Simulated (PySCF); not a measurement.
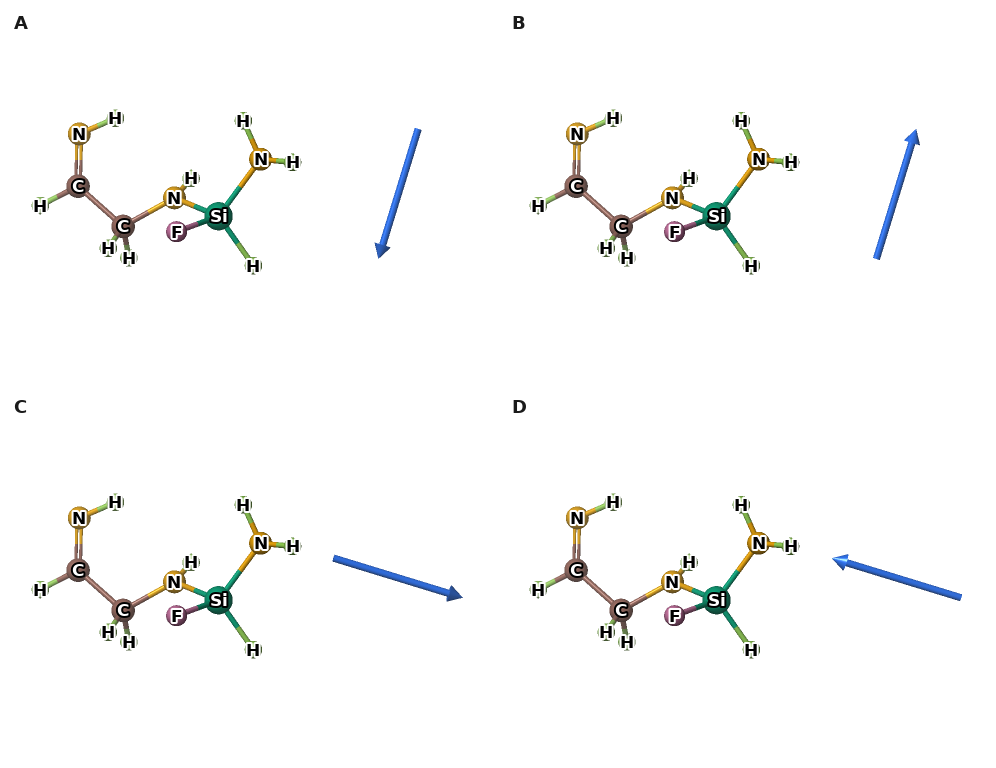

The same molecule four times, each with an arrow. The computed structure is the end point of a GFN2-xTB optimisation. No frequency run is at hand to confirm it as a minimum. Method: PBE0/pcSseg-1, gas phase (PySCF 2.14.0).

Which arrow points along the dipole moment, from the negative to the positive end?

C. The dipole moment is 2.65 D.

The geometry is semi-empirical. Around Si such bond lengths and angles can be off by a tenth of an ångström or more and by several degrees, and values that hang on the shape move with them.
